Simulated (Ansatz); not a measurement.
# One shape, several levels: Si2H4OF2 (SMILES O[SiH](F)[SiH2]F)

Aim: a comparison of 3 runs (BHLYP/def2-SVP, r2SCAN0/def2-SVP, RPA@PBE0/def2-SVP) of Si2H4OF2. 

The calculation is run with Ansatz 0.2.0.

69 further runs of the same task are left out: 69 set aside as unsound or not needed.

### Step 1. The system as given

Si2H4OF2: 9 atoms, total charge 0, spin state singlet. As SMILES, `O[SiH](F)[SiH2]F`. One bond was lengthened or shortened from a relaxed shape.

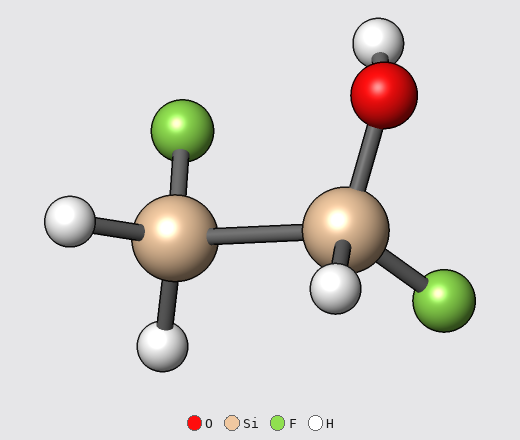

Viewed from a chosen angle; oxygen red, silicon light orange, fluorine green, hydrogen white.

### Step 2. A single-point energy at BHLYP/def2-SVP (run 1)

The input, input.yaml:

```yaml
crystal:
  periodic: [false, false, false]
  atoms:
    - {symbol: O, position_ang: [0.647016, 1.811956, -0.576037]}
    - {symbol: Si, position_ang: [0.772116, 0.183056, -0.544137]}
    - {symbol: F, position_ang: [0.789416, -0.414444, -2.029537]}
    - {symbol: Si, position_ang: [-1.091284, -0.727144, 0.577263]}
    - {symbol: F, position_ang: [-2.331184, 0.247856, 0.242763]}
    - {symbol: H, position_ang: [-0.211484, 2.200156, -0.756137]}
    - {symbol: H, position_ang: [2.284600, -0.163900, 0.153800]}
    - {symbol: H, position_ang: [-1.450284, -2.098644, 0.135563]}
    - {symbol: H, position_ang: [-0.898784, -0.723044, 2.051263]}
basis:
  gaussian:
    orbitals: def2-SVP
hamiltonian:
  xc: {name: BHLYP}
accuracy: high
output: {orbitals: {seedname: orbitals}}
```

Started as:

```
ansatz run input.yaml --threads 1 --pin off --max-ram 3480MiB --events-out events.jsonl --progress --plain --runs-dir runs
```

What it wrote:

```text
Warning: RAYON_NUM_THREADS=1 ignored (pool sized by the plan → 1); use --threads N
Functional definition: BHLYP
  name "BHLYP"
  parameter a = 0.5
  exchange = (1 - a)*b88_x + a*exact_x
  correlation = lyp_c
2042 factors; integrals over basis functions are off by at most 7.4e-9 eV
mean field evaluation 1: about -23285.5894 eV, gradient 5.5e1 eV
mean field evaluation 2: about -23283.6607 eV, gradient 6.5e1 eV
mean field evaluation 4: about -23290.4560 eV, gradient 2.4e0 eV
mean field evaluation 8: about -23290.8746 eV, gradient 6.1e-2 eV
mean field evaluation 16: about -23290.8748 eV, gradient 4.0e-5 eV
mean field -23290.87477233 eV, -855.9238607611 hartree, gradient 9.3e-8 eV, S^2 0.000000; 0 other end points of the search recorded, 0 dependent functions left out
reference -23290.87480033 eV, -855.9238617902 hartree; 29, 29 occupied and 69, 69 virtual orbitals, 2042 factors
Total energy: -23290.87480033 eV, -855.9238617902 hartree
```

Run time: 11 s. Hardware: 1 thread of Arm Neoverse V1, shared host; peak memory 0.35 GiB.

### Step 3. The energy at r2SCAN0/def2-SVP (run 2)

The input, job.yaml:

```yaml
crystal:
  periodic: [false, false, false]
  atoms:
    - {symbol: O, position_ang: [0.647016, 1.811956, -0.576037]}
    - {symbol: Si, position_ang: [0.772116, 0.183056, -0.544137]}
    - {symbol: F, position_ang: [0.789416, -0.414444, -2.029537]}
    - {symbol: Si, position_ang: [-1.091284, -0.727144, 0.577263]}
    - {symbol: F, position_ang: [-2.331184, 0.247856, 0.242763]}
    - {symbol: H, position_ang: [-0.211484, 2.200156, -0.756137]}
    - {symbol: H, position_ang: [2.284600, -0.163900, 0.153800]}
    - {symbol: H, position_ang: [-1.450284, -2.098644, 0.135563]}
    - {symbol: H, position_ang: [-0.898784, -0.723044, 2.051263]}
basis:
  gaussian:
    orbitals: def2-SVP
accuracy: high
magnetization:
  spin_polarized: false
output: {orbitals: {seedname: orbitals}}
hamiltonian:
  xc: {name: r2SCAN0}
```

Started as:

```
ansatz run job.yaml --threads 1 --pin off --max-ram 3480MiB --events-out events.jsonl --progress --plain --runs-dir runs
```

What it wrote:

```text
Warning: RAYON_NUM_THREADS=1 ignored (pool sized by the plan → 1); use --threads N
Functional definition: r2SCAN0
  name "r2SCAN0"
  parameter a = 0.25
  parameter k0 = 0.174
  parameter k1 = 0.065
  parameter a1 = 4.9479
  exchange = (1 - a)*r2scan_x(k0 = k0, k1 = k1, a1 = a1) + a*exact_x
  correlation = r2scan_c
2042 factors; integrals over basis functions are off by at most 7.4e-9 eV
mean field evaluation 1: about -23282.7076 eV, gradient 5.6e1 eV
mean field evaluation 2: about -23276.3395 eV, gradient 8.2e1 eV
mean field evaluation 4: about -23287.6865 eV, gradient 3.1e0 eV
mean field evaluation 8: about -23287.9016 eV, gradient 2.1e-1 eV
mean field evaluation 16: about -23287.9016 eV, gradient 3.7e-5 eV
mean field -23287.90164187 eV, -855.8146002322 hartree, gradient 4.7e-8 eV, S^2 0.000000; 0 other end points of the search recorded, 0 dependent functions left out
reference -23287.90164252 eV, -855.8146002560 hartree; 29, 29 occupied and 69, 69 virtual orbitals, 2042 factors
Total energy: -23287.90164252 eV, -855.8146002560 hartree
```

It took 18 s on 1 thread of Arm Neoverse V1, shared host; peak memory 0.41 GiB.

### Step 4. A single-point energy at RPA@PBE0/def2-SVP (run 3)

job.yaml: that of step 3 with these lines changed.

```diff
@@ -15,7 +15,7 @@
     orbitals: def2-SVP
+hamiltonian:
+  xc: pbe0
+correlation:
+  method: rpa
+  frozen_orbitals: {F: 1, H: 0, O: 1, Si: 5}
 accuracy: high
-magnetization:
-  spin_polarized: false
-output: {orbitals: {seedname: orbitals}}
-hamiltonian:
-  xc: {name: r2SCAN0}
```

Started as:

```
ansatz run job.yaml --threads 1 --pin off --max-ram 3480MiB --events-out events.jsonl --progress --plain --runs-dir runs
```

What it wrote, shortened:

```text
Warning: RAYON_NUM_THREADS=1 ignored (pool sized by the plan → 1); use --threads N
Functional definition: PBE0
  name "PBE0"
[...]
2042 factors; integrals over basis functions are off by at most 7.4e-9 eV
[...]
mean field -23279.80499931 eV, -855.5170541062 hartree, gradient 3.5e-8 eV, S^2 0.000000; 0 other end points of the search recorded, 0 dependent functions left out
13 core orbitals not correlated: weight in the atoms' cores, before any rotation towards them, 1.000 or more for the frozen orbitals, at most 0.000 for the correlated occupied ones
reference -23228.73201815 eV, -853.6401566670 hartree; 16, 16 occupied and 69, 69 virtual orbitals, 2042 factors
Total energy: -23257.65016587 eV, -854.7028789943 hartree
```

Run time: 16 s. Hardware: 1 thread of Arm Neoverse V1, shared host; peak memory 0.35 GiB.

### Step 5. All runs side by side

| run | level | frozen core orbitals | energy (Eh) | HOMO energy (eV) | LUMO energy (eV) | HOMO–LUMO gap (eV) | wall time |
| --- | --- | --- | --- | --- | --- | --- | --- |
| 1 | BHLYP/def2-SVP | – | -855.923862 | -9.36 | 0.12 | 9.48 | 11 s |
| 2 | r2SCAN0/def2-SVP | – | -855.814600 | -8.36 | -0.69 | 7.66 | 18 s |
| 3 | RPA@PBE0/def2-SVP | 13 | -854.702879 | – | – | – | 16 s |

### Step 6. What came out

```
                               quantity          value
                    run 3: total energy  -854.70288 Eh
run 3: RPA correlation energy (valence)    -1062.7 mEh
```

Totals of different functionals can't be ranked against each other. All runs together took 44 s, the longest 18 s.
